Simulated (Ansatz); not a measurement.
# SiH₄O (singlet): one geometry, many settings at distance O1–H3 along a hydrogen transfer = 1.054 Å

Aim: run SiH₄O (singlet) at one geometry under a spread of methods and options, and see what each costs and gives.

Program: Ansatz 0.2.0, Gaussian basis. Level of theory: the settings change from run to run. These are calculated values, not measurements.

6 further runs of the same task are left out: 2 for a mislabelled method, 4 that didn't finish.

## (1) The system

The geometry derives from fragments relaxed apart (PBE0/def2-TZVP) and kept rigid, so it is no stationary point. A hydrogen atom is moved between rigid fragments.

6 atoms, charge 0, spin multiplicity 1.

Atoms are counted from 1 here; the program's logs count them from 0.

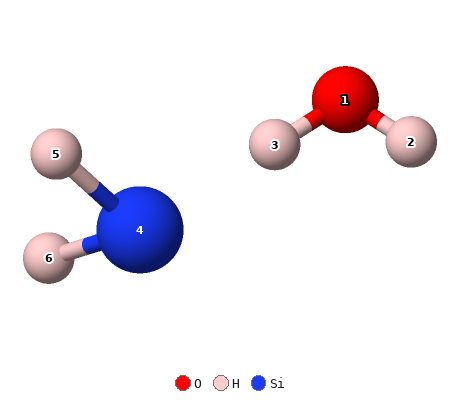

The structure; oxygen red, hydrogen pink, silicon blue; atoms are numbered from 1 in the order of the file.

## (2) MP2 on UHF/cc-pVDZ

Contents of in.yaml:

```yaml
crystal:
  periodic: [false, false, false]
  atoms:
    - {symbol: O, position_ang: [-1.956189, 0.017219, 0.000000]}
    - {symbol: H, position_ang: [-2.205499, 0.943795, 0.000000]}
    - {symbol: H, position_ang: [-0.902189, 0.017219, 0.000000]}
    - {symbol: Si, position_ang: [1.102811, 0.017219, 0.000000]}
    - {symbol: H, position_ang: [1.714991, -0.857065, 1.090012]}
    - {symbol: H, position_ang: [1.714991, -0.857065, -1.090012]}
basis:
  gaussian: {orbitals: cc-pVDZ}
magnetization: {spin_polarized: true, initial_magnetization: 0}
hamiltonian: {pseudopotentials: {relativity: scalar}}
correlation: {method: mp2, electrons: outside_noble_gas}
```

Launch:

```console
> ansatz run in.yaml --threads 1 --pin off --events-out ev --progress --plain --max-ram 2393MiB
```

What it wrote:

```text
Functional definition: HF
  name "HF"
  cite "Fock, Z. Phys. 61, 126 (1930) doi:10.1007/BF01340294"
  parent pbe
  exchange = exact_x
  correlation = 0
487 factors; integrals over basis functions are off by at most 1.5e-3 eV
mean field evaluation 1: about -9973.3238 eV, gradient 2.4e1 eV
mean field evaluation 2: about -9973.3470 eV, gradient 2.4e1 eV
mean field evaluation 4: about -9975.9414 eV, gradient 1.7e0 eV
mean field evaluation 8: about -9975.9932 eV, gradient 2.7e-1 eV
mean field evaluation 16: about -9976.0587 eV, gradient 4.7e-1 eV
mean field evaluation 32: about -9976.0896 eV, gradient 5.7e-1 eV
mean field -9976.09728374 eV, -366.6148131358 hartree, gradient 1.8e-6 eV, S^2 0.398686; 3 other end points of the search recorded, 0 dependent functions left out
6 core orbitals not correlated: weight in the atoms' cores, before any rotation towards them, 1.000 or more for the frozen orbitals, at most 0.000 for the correlated occupied ones
reference -9976.09728374 eV, -366.6148131358 hartree; 7, 7 occupied and 39, 39 virtual orbitals, 487 factors
second order -7.93706704 eV of doubles, -0.00000000 eV of singles
Total energy: -9984.03435077 eV, -366.9064949694 hartree
Relativity: scalar
```

Wall time 0.48 s (1 thread of Arm Neoverse V2, shared host).

From the report: ⟨S²⟩ of the determinant 0.399 (pure singlet: 0.00).

## (3) HF/6-31G

Edit in.yaml of step 2 so:

```diff
@@ -10,5 +10,5 @@
 basis:
-  gaussian: {orbitals: cc-pVDZ}
-magnetization: {spin_polarized: true, initial_magnetization: 0}
-hamiltonian: {pseudopotentials: {relativity: scalar}}
-correlation: {method: mp2, electrons: outside_noble_gas}
+  gaussian: {orbitals: 6-31G}
+magnetization: {spin_polarized: false}
+hamiltonian: {xc: hf}
+output: {forces: true, orbitals: {seedname: orbitals}}
```

The command is unchanged.

What it wrote, cut to the lines that bear on the results:

```text
Functional definition: HF
  name "HF"
  cite "Fock, Z. Phys. 61, 126 (1930) doi:10.1007/BF01340294"
  parent pbe
[...]
343 factors; integrals over basis functions are off by at most 3.2e-4 eV
[...]
mean field -9957.50448130 eV, -365.9315402489 hartree, gradient 3.1e-5 eV, S^2 0.000000; 0 other end points of the search recorded, 0 dependent functions left out
[...]
reference -9957.50448130 eV, -365.9315402489 hartree; 13, 13 occupied and 17, 17 virtual orbitals, 343 factors
Total energy: -9957.50448130 eV, -365.9315402489 hartree
Atom 0 at    -1.956189     0.017219     0.000000 Å, force     3.388307     0.154321    -0.000000 eV/Å
Atom 1 at    -2.205499     0.943795     0.000000 Å, force    -0.112101    -0.285896    -0.000000 eV/Å
Atom 2 at    -0.902189     0.017219     0.000000 Å, force    -4.539228     0.358819     0.000000 eV/Å
Atom 3 at     1.102811     0.017219     0.000000 Å, force     1.249486    -0.439538    -0.000000 eV/Å
Atom 4 at     1.714991    -0.857065     1.090012 Å, force     0.006768     0.106147     0.248498 eV/Å
Atom 5 at     1.714991    -0.857065    -1.090012 Å, force     0.006768     0.106147    -0.248498 eV/Å
Dipole moment:     0.507892     0.354473    -0.000000 e Å
```

Run time: 0.18 s. Hardware: 1 thread of Arm Neoverse V2, shared host.

## (4) CASCI(4,4)/STO-3G

Edit in.yaml of step 3 so:

```diff
@@ -10,5 +10,3 @@
 basis:
-  gaussian: {orbitals: 6-31G}
-magnetization: {spin_polarized: false}
-hamiltonian: {xc: hf}
-output: {forces: true, orbitals: {seedname: orbitals}}
+  gaussian: {orbitals: STO-3G}
+correlation: {active_space: {window: {electrons: 4, orbitals: 4}, fixed_orbitals: true}}
```

Same command.

What it wrote:

```text
Functional definition: HF
  name "HF"
  cite "Fock, Z. Phys. 61, 126 (1930) doi:10.1007/BF01340294"
  parent pbe
  exchange = exact_x
  correlation = 0
210 factors; integrals over basis functions are off by at most 2.8e-5 eV
mean field evaluation 1: about -9838.1749 eV, gradient 2.2e1 eV
mean field evaluation 2: about -9838.2163 eV, gradient 2.2e1 eV
mean field evaluation 4: about -9840.0920 eV, gradient 7.8e-1 eV
mean field evaluation 8: about -9840.0965 eV, gradient 2.7e-2 eV
mean field -9840.09654607 eV, -361.6168782110 hartree, gradient 1.3e-6 eV, S^2 0.000000; 0 other end points of the search recorded, 0 dependent functions left out
reference -9840.09654607 eV, -361.6168782110 hartree; 13, 13 occupied and 5, 5 virtual orbitals, 210 factors
state -9840.39097336 eV, -361.6276982143 hartree
Total energy: -9840.39097336 eV, -361.6276982143 hartree
```

It took 0.06 s on 1 thread of Arm Neoverse V2, shared host.

From the report: 20 determinants; active occupations 2.00, 1.95, 0.04, 0.01.

## (5) BCCD on RHF/cc-pVDZ

Edit in.yaml of step 4 so:

```diff
@@ -10,3 +10,5 @@
 basis:
-  gaussian: {orbitals: STO-3G}
-correlation: {active_space: {window: {electrons: 4, orbitals: 4}, fixed_orbitals: true}}
+  gaussian: {orbitals: cc-pVDZ, fitting: {mean_field: def2-universal-jkfit}, point_charges: [{charge: -1.00, position_ang: [5.784, -0.254, -0.079]}]}
+magnetization: {spin_polarized: false}
+correlation: {method: bccd, electrons: all}
+output: {forces: true}
```

The command is unchanged.

What it wrote, cut to the lines that bear on the results:

```text
Functional definition: HF
  name "HF"
  cite "Fock, Z. Phys. 61, 126 (1930) doi:10.1007/BF01340294"
  parent pbe
[...]
277 factors; integrals over basis functions are off by at most 3.8e-1 eV
[...]
mean field -9960.15542291 eV, -366.0289605561 hartree, gradient 8.7e-7 eV, S^2 0.000000; 0 other end points of the search recorded, 0 dependent functions left out; unrestricted orbitals would lower it
[...]
reference -9960.15542291 eV, -366.0289605561 hartree; 13, 13 occupied and 39, 39 virtual orbitals, 277 factors
second order -8.41711088 eV of doubles, -0.00000000 eV of singles
cycle   1  -9.00463346 eV  change   -5.9e-1 eV  update   7.5e-2
[...]
cycle  14  -9.35472106 eV  change   -3.1e-6 eV  update   1.7e-6
[...]
Total energy: -9969.51014397 eV, -366.3727402143 hartree
Atom 0 at    -1.956189     0.017219     0.000000 Å, force     2.181913    -1.020987     0.000671 eV/Å
Atom 1 at    -2.205499     0.943795     0.000000 Å, force     0.446819     0.387930    -0.000388 eV/Å
Atom 2 at    -0.902189     0.017219     0.000000 Å, force    -3.593469     0.784620    -0.000002 eV/Å
Atom 3 at     1.102811     0.017219     0.000000 Å, force     1.394048    -0.500968    -0.009234 eV/Å
Atom 4 at     1.714991    -0.857065     1.090012 Å, force    -0.151355     0.144812     0.073435 eV/Å
Atom 5 at     1.714991    -0.857065    -1.090012 Å, force    -0.157519     0.146551    -0.067312 eV/Å
Dipole moment:     0.541148     0.286173    -0.003667 e Å
```

Run time: 3 s. Hardware: 1 thread of Arm Neoverse V2, shared host.

From the report: correlation -9.3547 eV; largest double amplitude 0.10.

## (6) All runs side by side

| level | correlated | functions | energy (eV) | time |
| --- | --- | --- | --- | --- |
| MP2 on UHF/cc-pVDZ (relativity set) | outside noble gas | 52 | -9984.0344 | 0.48 s |
| HF/6-31G |  | 30 | -9957.5045 | 0.18 s |
| CASCI(4,4)/STO-3G |  | 18 | -9840.3910 | 0.06 s |
| BCCD on RHF/cc-pVDZ (beside a point charge) | all | 52 | -9969.5101 | 3 s |

## (7) What came out

| quantity | value |
| --- | --- |
| runs | 4 |
| quickest | CASCI(4,4)/STO-3G, 0.06 s |
| slowest | BCCD on RHF/cc-pVDZ (beside a point charge), 3 s |

In words: Total energies in different bases, with other cores or another treatment of relativity can't be set against each other. BCCD on RHF/cc-pVDZ (beside a point charge) took 50 times as long as CASCI(4,4)/STO-3G; the jobs differ in more than the method.
